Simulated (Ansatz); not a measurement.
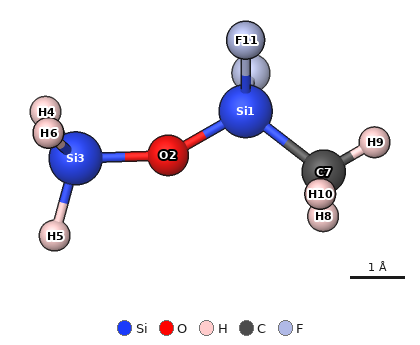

Fig. 1: The starting structure (ball-and-stick view, seen at a tilt; atoms are numbered from 1 in the order of the input). Bond lengths as drawn: C–H 1.10 Å, C–Si 1.87 Å, F–Si 1.70 Å, H–Si 1.51 Å and O–Si 1.67 to 1.73 Å.

## Molecular dynamics, with input and output: CH₆F₂OSi₂ (part 1 of 2)

- system: CH₆F₂OSi₂
- method: RKS PBE-D4/6-31G (Ansatz 0.2.0)

It belongs to a series of runs on one base structure; here: dynamics from the start. Figures and captions count atoms from 1; the log counts them from 0 in places.

### Output
```
Engine: ansatz 0.2.0, x86_64-unknown-linux-gnu
Functional definition: PBE
  parameter kappa = 0.804
  parameter beta = 0.06672455060314922
  exchange = pbe_x(kappa = kappa, mu = beta*pi^2/3)
  correlation = pbe_c(beta = beta)
910 factors; integrals over basis functions are off by at most 1.6e-4 eV
mean field evaluation 1: about -24341.5448 eV, gradient 8.0e1 eV
mean field evaluation 2: about -24302.5332 eV, gradient 1.6e2 eV
mean field evaluation 4: about -24353.8523 eV, gradient 8.6e0 eV
mean field evaluation 8: about -24353.9649 eV, gradient 2.0e-1 eV
mean field evaluation 16: about -24353.9650 eV, gradient 3.2e-5 eV
mean field -24353.96495441 eV, -894.9917043643 hartree, gradient 3.2e-5 eV, S^2 0.000000; 0 other end points of the search recorded, 0 dependent functions left out
the calculation of the forces begins
reference -24353.96499679 eV, -894.9917059217 hartree; 33, 33 occupied and 41, 41 virtual orbitals, 910 factors
md step     0: t =     0.00 fs  T =   275.0 K  F+E_penalty+E_count = -24354.22824307 eV  E_kin = 0.426558 eV  (25 SCF iters)
these checks for a lower state are left out or cut short: starts, cluster_reference, orbital_swaps, neighbouring_geometries, increment
910 factors; integrals over basis functions are off by at most 1.7e-4 eV
mean field -24353.95726726 eV, -894.9914218666 hartree, gradient 2.3e-5 eV, S^2 0.000000; 0 other end points of the search recorded, 0 dependent functions left out
the calculation of the forces begins
reference -24353.95730965 eV, -894.9914234244 hartree; 33, 33 occupied and 41, 41 virtual orbitals, 910 factors
md step     1: t =     0.50 fs  T =   269.1 K  F+E_penalty+E_count = -24354.22069376 eV  E_kin = 0.417448 eV  (29 SCF iters)
[... from here on the SCF iterations and repeated set-up lines of each step are left out, up to the last step ...]
md step     2: t =     1.00 fs  T =   257.3 K  F+E_penalty+E_count = -24354.19980959 eV  E_kin = 0.399075 eV  (30 SCF iters)
md step     3: t =     1.50 fs  T =   242.9 K  F+E_penalty+E_count = -24354.16951720 eV  E_kin = 0.376776 eV  (29 SCF iters)
md step     4: t =     2.00 fs  T =   222.5 K  F+E_penalty+E_count = -24354.13581170 eV  E_kin = 0.345066 eV  (23 SCF iters)
md step     5: t =     2.50 fs  T =   201.0 K  F+E_penalty+E_count = -24354.10492757 eV  E_kin = 0.311752 eV  (23 SCF iters)
md step     6: t =     3.00 fs  T =   182.6 K  F+E_penalty+E_count = -24354.08064976 eV  E_kin = 0.283236 eV  (23 SCF iters)
md step     7: t =     3.50 fs  T =   173.1 K  F+E_penalty+E_count = -24354.06463976 eV  E_kin = 0.268525 eV  (24 SCF iters)
md step     8: t =     4.00 fs  T =   163.3 K  F+E_penalty+E_count = -24354.05597785 eV  E_kin = 0.253353 eV  (23 SCF iters)
md step     9: t =     4.50 fs  T =   159.3 K  F+E_penalty+E_count = -24354.05183780 eV  E_kin = 0.247064 eV  (23 SCF iters)
md step    10: t =     5.00 fs  T =   159.0 K  F+E_penalty+E_count = -24354.04816815 eV  E_kin = 0.246630 eV  (23 SCF iters)
md step    11: t =     5.50 fs  T =   149.7 K  F+E_penalty+E_count = -24354.04104837 eV  E_kin = 0.232233 eV  (28 SCF iters)
md step    12: t =     6.00 fs  T =   145.1 K  F+E_penalty+E_count = -24354.02819656 eV  E_kin = 0.225080 eV  (29 SCF iters)
md step    13: t =     6.50 fs  T =   132.2 K  F+E_penalty+E_count = -24354.00899792 eV  E_kin = 0.205129 eV  (28 SCF iters)
md step    14: t =     7.00 fs  T =   115.9 K  F+E_penalty+E_count = -24353.98607472 eV  E_kin = 0.179834 eV  (23 SCF iters)
md step    15: t =     7.50 fs  T =   101.2 K  F+E_penalty+E_count = -24353.96407054 eV  E_kin = 0.156947 eV  (24 SCF iters)
md step    16: t =     8.00 fs  T =    91.1 K  F+E_penalty+E_count = -24353.94781468 eV  E_kin = 0.141355 eV  (22 SCF iters)
md step    17: t =     8.50 fs  T =    84.7 K  F+E_penalty+E_count = -24353.94071307 eV  E_kin = 0.131457 eV  (23 SCF iters)
md step    18: t =     9.00 fs  T =    86.7 K  F+E_penalty+E_count = -24353.94291649 eV  E_kin = 0.134450 eV  (22 SCF iters)
md step    19: t =     9.50 fs  T =    94.7 K  F+E_penalty+E_count = -24353.95179204 eV  E_kin = 0.146926 eV  (23 SCF iters)
md step    20: t =    10.00 fs  T =   104.9 K  F+E_penalty+E_count = -24353.96263461 eV  E_kin = 0.162691 eV  (26 SCF iters)
md step    21: t =    10.50 fs  T =   109.6 K  F+E_penalty+E_count = -24353.97067522 eV  E_kin = 0.169988 eV  (22 SCF iters)
md step    22: t =    11.00 fs  T =   110.4 K  F+E_penalty+E_count = -24353.97387385 eV  E_kin = 0.171264 eV  (23 SCF iters)
md step    23: t =    11.50 fs  T =   110.1 K  F+E_penalty+E_count = -24353.97263212 eV  E_kin = 0.170756 eV  (23 SCF iters)
md step    24: t =    12.00 fs  T =   108.2 K  F+E_penalty+E_count = -24353.96954362 eV  E_kin = 0.167850 eV  (22 SCF iters)
md step    25: t =    12.50 fs  T =   104.4 K  F+E_penalty+E_count = -24353.96809470 eV  E_kin = 0.162011 eV  (22 SCF iters)
md step    26: t =    13.00 fs  T =   104.7 K  F+E_penalty+E_count = -24353.97099414 eV  E_kin = 0.162423 eV  (22 SCF iters)
md step    27: t =    13.50 fs  T =   111.3 K  F+E_penalty+E_count = -24353.98091401 eV  E_kin = 0.172711 eV  (22 SCF iters)
md step    28: t =    14.00 fs  T =   122.2 K  F+E_penalty+E_count = -24353.99845674 eV  E_kin = 0.189569 eV  (23 SCF iters)
md step    29: t =    14.50 fs  T =   134.6 K  F+E_penalty+E_count = -24354.02079883 eV  E_kin = 0.208722 eV  (22 SCF iters)
md step    30: t =    15.00 fs  T =   147.9 K  F+E_penalty+E_count = -24354.04378210 eV  E_kin = 0.229479 eV  (23 SCF iters)
md step    31: t =    15.50 fs  T =   159.9 K  F+E_penalty+E_count = -24354.06317249 eV  E_kin = 0.248057 eV  (28 SCF iters)
md step    32: t =    16.00 fs  T =   168.5 K  F+E_penalty+E_count = -24354.07524884 eV  E_kin = 0.261419 eV  (28 SCF iters)
md step    33: t =    16.50 fs  T =   170.8 K  F+E_penalty+E_count = -24354.07773586 eV  E_kin = 0.264865 eV  (28 SCF iters)
md step    34: t =    17.00 fs  T =   164.0 K  F+E_penalty+E_count = -24354.07089305 eV  E_kin = 0.254358 eV  (28 SCF iters)
md step    35: t =    17.50 fs  T =   157.8 K  F+E_penalty+E_count = -24354.05836694 eV  E_kin = 0.244813 eV  (28 SCF iters)
md step    36: t =    18.00 fs  T =   149.3 K  F+E_penalty+E_count = -24354.04552419 eV  E_kin = 0.231510 eV  (23 SCF iters)
md step    37: t =    18.50 fs  T =   147.1 K  F+E_penalty+E_count = -24354.03752337 eV  E_kin = 0.228154 eV  (22 SCF iters)
md step    38: t =    19.00 fs  T =   150.0 K  F+E_penalty+E_count = -24354.03697721 eV  E_kin = 0.232721 eV  (22 SCF iters)
md step    39: t =    19.50 fs  T =   154.8 K  F+E_penalty+E_count = -24354.04431742 eV  E_kin = 0.240038 eV  (22 SCF iters)
md step    40: t =    20.00 fs  T =   161.8 K  F+E_penalty+E_count = -24354.05693378 eV  E_kin = 0.250945 eV  (22 SCF iters)
md step    41: t =    20.50 fs  T =   166.8 K  F+E_penalty+E_count = -24354.07039707 eV  E_kin = 0.258711 eV  (24 SCF iters)
md step    42: t =    21.00 fs  T =   173.5 K  F+E_penalty+E_count = -24354.08032387 eV  E_kin = 0.269055 eV  (26 SCF iters)
md step    43: t =    21.50 fs  T =   173.1 K  F+E_penalty+E_count = -24354.08269475 eV  E_kin = 0.268467 eV  (29 SCF iters)
md step    44: t =    22.00 fs  T =   172.1 K  F+E_penalty+E_count = -24354.07573280 eV  E_kin = 0.266909 eV  (29 SCF iters)
md step    45: t =    22.50 fs  T =   163.5 K  F+E_penalty+E_count = -24354.06073599 eV  E_kin = 0.253661 eV  (23 SCF iters)
md step    46: t =    23.00 fs  T =   152.1 K  F+E_penalty+E_count = -24354.04164599 eV  E_kin = 0.235902 eV  (22 SCF iters)
md step    47: t =    23.50 fs  T =   143.4 K  F+E_penalty+E_count = -24354.02340722 eV  E_kin = 0.222434 eV  (22 SCF iters)
md step    48: t =    24.00 fs  T =   137.9 K  F+E_penalty+E_count = -24354.00943943 eV  E_kin = 0.213929 eV  (23 SCF iters)
md step    49: t =    24.50 fs  T =   134.3 K  F+E_penalty+E_count = -24354.00205605 eV  E_kin = 0.208290 eV  (23 SCF iters)
md step    50: t =    25.00 fs  T =   135.9 K  F+E_penalty+E_count = -24354.00178661 eV  E_kin = 0.210760 eV  (23 SCF iters)
md step    51: t =    25.50 fs  T =   136.5 K  F+E_penalty+E_count = -24354.00598374 eV  E_kin = 0.211729 eV  (22 SCF iters)
md step    52: t =    26.00 fs  T =   137.9 K  F+E_penalty+E_count = -24354.01088296 eV  E_kin = 0.213938 eV  (24 SCF iters)
md step    53: t =    26.50 fs  T =   140.5 K  F+E_penalty+E_count = -24354.01340655 eV  E_kin = 0.217965 eV  (22 SCF iters)
md step    54: t =    27.00 fs  T =   138.6 K  F+E_penalty+E_count = -24354.01206016 eV  E_kin = 0.214965 eV  (23 SCF iters)
md step    55: t =    27.50 fs  T =   130.8 K  F+E_penalty+E_count = -24354.00695302 eV  E_kin = 0.202820 eV  (23 SCF iters)
md step    56: t =    28.00 fs  T =   122.2 K  F+E_penalty+E_count = -24353.99961498 eV  E_kin = 0.189605 eV  (24 SCF iters)
md step    57: t =    28.50 fs  T =   114.4 K  F+E_penalty+E_count = -24353.99294426 eV  E_kin = 0.177421 eV  (24 SCF iters)
md step    58: t =    29.00 fs  T =   112.1 K  F+E_penalty+E_count = -24353.99039561 eV  E_kin = 0.173841 eV  (23 SCF iters)
md step    59: t =    29.50 fs  T =   116.5 K  F+E_penalty+E_count = -24353.99476843 eV  E_kin = 0.180670 eV  (23 SCF iters)
md step    60: t =    30.00 fs  T =   124.8 K  F+E_penalty+E_count = -24354.00699563 eV  E_kin = 0.193586 eV  (22 SCF iters)
md step    61: t =    30.50 fs  T =   137.3 K  F+E_penalty+E_count = -24354.02538692 eV  E_kin = 0.212909 eV  (23 SCF iters)
md step    62: t =    31.00 fs  T =   152.3 K  F+E_penalty+E_count = -24354.04607014 eV  E_kin = 0.236226 eV  (23 SCF iters)
md step    63: t =    31.50 fs  T =   164.6 K  F+E_penalty+E_count = -24354.06359564 eV  E_kin = 0.255251 eV  (23 SCF iters)
md step    64: t =    32.00 fs  T =   167.6 K  F+E_penalty+E_count = -24354.07351305 eV  E_kin = 0.259898 eV  (28 SCF iters)
md step    65: t =    32.50 fs  T =   167.1 K  F+E_penalty+E_count = -24354.07431660 eV  E_kin = 0.259212 eV  (29 SCF iters)
md step    66: t =    33.00 fs  T =   163.4 K  F+E_penalty+E_count = -24354.06729880 eV  E_kin = 0.253378 eV  (22 SCF iters)
md step    67: t =    33.50 fs  T =   154.8 K  F+E_penalty+E_count = -24354.05586794 eV  E_kin = 0.240074 eV  (22 SCF iters)
md step    68: t =    34.00 fs  T =   148.3 K  F+E_penalty+E_count = -24354.04456436 eV  E_kin = 0.229958 eV  (22 SCF iters)
md step    69: t =    34.50 fs  T =   145.0 K  F+E_penalty+E_count = -24354.03747521 eV  E_kin = 0.224861 eV  (23 SCF iters)
md step    70: t =    35.00 fs  T =   145.5 K  F+E_penalty+E_count = -24354.03747683 eV  E_kin = 0.225696 eV  (22 SCF iters)
md step    71: t =    35.50 fs  T =   150.4 K  F+E_penalty+E_count = -24354.04482655 eV  E_kin = 0.233227 eV  (22 SCF iters)
md step    72: t =    36.00 fs  T =   156.6 K  F+E_penalty+E_count = -24354.05683604 eV  E_kin = 0.242851 eV  (23 SCF iters)
md step    73: t =    36.50 fs  T =   166.4 K  F+E_penalty+E_count = -24354.06989972 eV  E_kin = 0.258177 eV  (23 SCF iters)
md step    74: t =    37.00 fs  T =   169.9 K  F+E_penalty+E_count = -24354.08084419 eV  E_kin = 0.263537 eV  (23 SCF iters)
md step    75: t =    37.50 fs  T =   177.8 K  F+E_penalty+E_count = -24354.08711150 eV  E_kin = 0.275773 eV  (28 SCF iters)
md step    76: t =    38.00 fs  T =   174.5 K  F+E_penalty+E_count = -24354.08582722 eV  E_kin = 0.270690 eV  (30 SCF iters)
md step    77: t =    38.50 fs  T =   167.3 K  F+E_penalty+E_count = -24354.07597214 eV  E_kin = 0.259547 eV  (30 SCF iters)
md step    78: t =    39.00 fs  T =   159.2 K  F+E_penalty+E_count = -24354.05938655 eV  E_kin = 0.246887 eV  (30 SCF iters)
md step    79: t =    39.50 fs  T =   147.2 K  F+E_penalty+E_count = -24354.03958681 eV  E_kin = 0.228295 eV  (22 SCF iters)
md step    80: t =    40.00 fs  T =   134.7 K  F+E_penalty+E_count = -24354.02064733 eV  E_kin = 0.208905 eV  (23 SCF iters)
md step    81: t =    40.50 fs  T =   126.7 K  F+E_penalty+E_count = -24354.00616364 eV  E_kin = 0.196458 eV  (23 SCF iters)
md step    82: t =    41.00 fs  T =   123.4 K  F+E_penalty+E_count = -24353.99764648 eV  E_kin = 0.191363 eV  (24 SCF iters)
md step    83: t =    41.50 fs  T =   122.8 K  F+E_penalty+E_count = -24353.99388658 eV  E_kin = 0.190470 eV  (24 SCF iters)
md step    84: t =    42.00 fs  T =   122.7 K  F+E_penalty+E_count = -24353.99239176 eV  E_kin = 0.190319 eV  (24 SCF iters)
md step    85: t =    42.50 fs  T =   122.3 K  F+E_penalty+E_count = -24353.99007740 eV  E_kin = 0.189705 eV  (24 SCF iters)
md step    86: t =    43.00 fs  T =   119.4 K  F+E_penalty+E_count = -24353.98469940 eV  E_kin = 0.185197 eV  (24 SCF iters)
md step    87: t =    43.50 fs  T =   114.2 K  F+E_penalty+E_count = -24353.97553281 eV  E_kin = 0.177174 eV  (28 SCF iters)
md step    88: t =    44.00 fs  T =   110.1 K  F+E_penalty+E_count = -24353.96372759 eV  E_kin = 0.170722 eV  (23 SCF iters)
md step    89: t =    44.50 fs  T =   104.8 K  F+E_penalty+E_count = -24353.95185830 eV  E_kin = 0.162607 eV  (24 SCF iters)
md step    90: t =    45.00 fs  T =    99.7 K  F+E_penalty+E_count = -24353.94311567 eV  E_kin = 0.154719 eV  (24 SCF iters)
md step    91: t =    45.50 fs  T =    97.5 K  F+E_penalty+E_count = -24353.94001020 eV  E_kin = 0.151236 eV  (24 SCF iters)
md step    92: t =    46.00 fs  T =    97.1 K  F+E_penalty+E_count = -24353.94273991 eV  E_kin = 0.150552 eV  (24 SCF iters)
md step    93: t =    46.50 fs  T =   104.7 K  F+E_penalty+E_count = -24353.95094983 eV  E_kin = 0.162357 eV  (24 SCF iters)
md step    94: t =    47.00 fs  T =   116.2 K  F+E_penalty+E_count = -24353.96290039 eV  E_kin = 0.180293 eV  (23 SCF iters)
md step    95: t =    47.50 fs  T =   122.5 K  F+E_penalty+E_count = -24353.97445192 eV  E_kin = 0.190025 eV  (24 SCF iters)
md step    96: t =    48.00 fs  T =   128.5 K  F+E_penalty+E_count = -24353.98176645 eV  E_kin = 0.199386 eV  (30 SCF iters)
md step    97: t =    48.50 fs  T =   132.0 K  F+E_penalty+E_count = -24353.98291340 eV  E_kin = 0.204817 eV  (30 SCF iters)
md step    98: t =    49.00 fs  T =   130.5 K  F+E_penalty+E_count = -24353.97788992 eV  E_kin = 0.202476 eV  (30 SCF iters)
md step    99: t =    49.50 fs  T =   123.1 K  F+E_penalty+E_count = -24353.96883522 eV  E_kin = 0.190958 eV  (24 SCF iters)
md step   100: t =    50.00 fs  T =   115.2 K  F+E_penalty+E_count = -24353.95936602 eV  E_kin = 0.178705 eV  (24 SCF iters)
md step   101: t =    50.50 fs  T =   111.3 K  F+E_penalty+E_count = -24353.95383956 eV  E_kin = 0.172623 eV  (24 SCF iters)
md step   102: t =    51.00 fs  T =   113.0 K  F+E_penalty+E_count = -24353.95543488 eV  E_kin = 0.175311 eV  (22 SCF iters)
md step   103: t =    51.50 fs  T =   122.6 K  F+E_penalty+E_count = -24353.96556275 eV  E_kin = 0.190240 eV  (22 SCF iters)
md step   104: t =    52.00 fs  T =   135.9 K  F+E_penalty+E_count = -24353.98374166 eV  E_kin = 0.210790 eV  (24 SCF iters)
md step   105: t =    52.50 fs  T =   153.2 K  F+E_penalty+E_count = -24354.00678663 eV  E_kin = 0.237686 eV  (24 SCF iters)
md step   106: t =    53.00 fs  T =   166.1 K  F+E_penalty+E_count = -24354.02923050 eV  E_kin = 0.257657 eV  (30 SCF iters)
md step   107: t =    53.50 fs  T =   177.5 K  F+E_penalty+E_count = -24354.04599860 eV  E_kin = 0.275315 eV  (29 SCF iters)
md step   108: t =    54.00 fs  T =   183.0 K  F+E_penalty+E_count = -24354.05437800 eV  E_kin = 0.283808 eV  (29 SCF iters)
md step   109: t =    54.50 fs  T =   186.1 K  F+E_penalty+E_count = -24354.05434719 eV  E_kin = 0.288702 eV  (28 SCF iters)
md step   110: t =    55.00 fs  T =   186.7 K  F+E_penalty+E_count = -24354.04833994 eV  E_kin = 0.289522 eV  (30 SCF iters)
md step   111: t =    55.50 fs  T =   182.6 K  F+E_penalty+E_count = -24354.03981307 eV  E_kin = 0.283188 eV  (24 SCF iters)
md step   112: t =    56.00 fs  T =   175.9 K  F+E_penalty+E_count = -24354.03197521 eV  E_kin = 0.272900 eV  (23 SCF iters)
md step   113: t =    56.50 fs  T =   170.5 K  F+E_penalty+E_count = -24354.02735470 eV  E_kin = 0.264447 eV  (22 SCF iters)
md step   114: t =    57.00 fs  T =   167.3 K  F+E_penalty+E_count = -24354.02652491 eV  E_kin = 0.259443 eV  (23 SCF iters)
md step   115: t =    57.50 fs  T =   169.7 K  F+E_penalty+E_count = -24354.02869897 eV  E_kin = 0.263154 eV  (24 SCF iters)
md step   116: t =    58.00 fs  T =   175.9 K  F+E_penalty+E_count = -24354.03257305 eV  E_kin = 0.272801 eV  (23 SCF iters)
md step   117: t =    58.50 fs  T =   181.7 K  F+E_penalty+E_count = -24354.03545779 eV  E_kin = 0.281796 eV  (24 SCF iters)
md step   118: t =    59.00 fs  T =   180.8 K  F+E_penalty+E_count = -24354.03586547 eV  E_kin = 0.280434 eV  (23 SCF iters)
md step   119: t =    59.50 fs  T =   179.6 K  F+E_penalty+E_count = -24354.03323354 eV  E_kin = 0.278609 eV  (23 SCF iters)
md step   120: t =    60.00 fs  T =   177.8 K  F+E_penalty+E_count = -24354.02788623 eV  E_kin = 0.275836 eV  (23 SCF iters)
md step   121: t =    60.50 fs  T =   173.0 K  F+E_penalty+E_count = -24354.02125182 eV  E_kin = 0.268283 eV  (23 SCF iters)
md step   122: t =    61.00 fs  T =   165.9 K  F+E_penalty+E_count = -24354.01507476 eV  E_kin = 0.257398 eV  (23 SCF iters)
md step   123: t =    61.50 fs  T =   162.2 K  F+E_penalty+E_count = -24354.01064262 eV  E_kin = 0.251564 eV  (23 SCF iters)
md step   124: t =    62.00 fs  T =   161.3 K  F+E_penalty+E_count = -24354.00901924 eV  E_kin = 0.250203 eV  (24 SCF iters)
md step   125: t =    62.50 fs  T =   159.3 K  F+E_penalty+E_count = -24354.01086978 eV  E_kin = 0.247099 eV  (23 SCF iters)
md step   126: t =    63.00 fs  T =   162.1 K  F+E_penalty+E_count = -24354.01534269 eV  E_kin = 0.251430 eV  (24 SCF iters)
md step   127: t =    63.50 fs  T =   164.5 K  F+E_penalty+E_count = -24354.01972430 eV  E_kin = 0.255211 eV  (30 SCF iters)
md step   128: t =    64.00 fs  T =   164.7 K  F+E_penalty+E_count = -24354.02027388 eV  E_kin = 0.255530 eV  (30 SCF iters)
md step   129: t =    64.50 fs  T =   159.7 K  F+E_penalty+E_count = -24354.01422615 eV  E_kin = 0.247748 eV  (29 SCF iters)
md step   130: t =    65.00 fs  T =   150.7 K  F+E_penalty+E_count = -24354.00157069 eV  E_kin = 0.233769 eV  (29 SCF iters)
md step   131: t =    65.50 fs  T =   140.5 K  F+E_penalty+E_count = -24353.98487631 eV  E_kin = 0.217884 eV  (24 SCF iters)
md step   132: t =    66.00 fs  T =   129.0 K  F+E_penalty+E_count = -24353.96813099 eV  E_kin = 0.200121 eV  (27 SCF iters)
md step   133: t =    66.50 fs  T =   121.7 K  F+E_penalty+E_count = -24353.95579459 eV  E_kin = 0.188697 eV  (24 SCF iters)
```
